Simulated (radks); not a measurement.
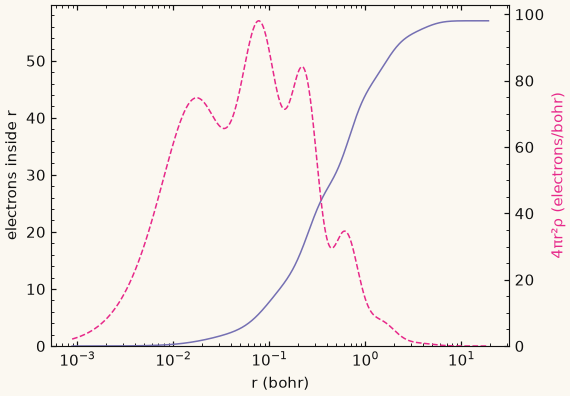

System: the neutral lanthanum atom, configuration [Xe] 5d1 6s2 (high spin). Theory: scalar-relativistic Kohn-Sham, PBEsol, spin-polarised, spherical densities, finite nucleus (computed with the in-house radial solver radks).

The plot shows the number of electrons inside radius r (solid) and the radial density 4πr²ρ (dashed).

> Describe it and give its main numbers.

The count levels off at 57 electrons. Half of them lie within 0.432 bohr, 90 % within 1.88 bohr and 99 % within 5.26 bohr. The radial density has minima at 0.0336, 0.144 and 0.446 bohr, where the count stands at 2.0, 11.2 and 28.9; these part the shells that the density resolves.
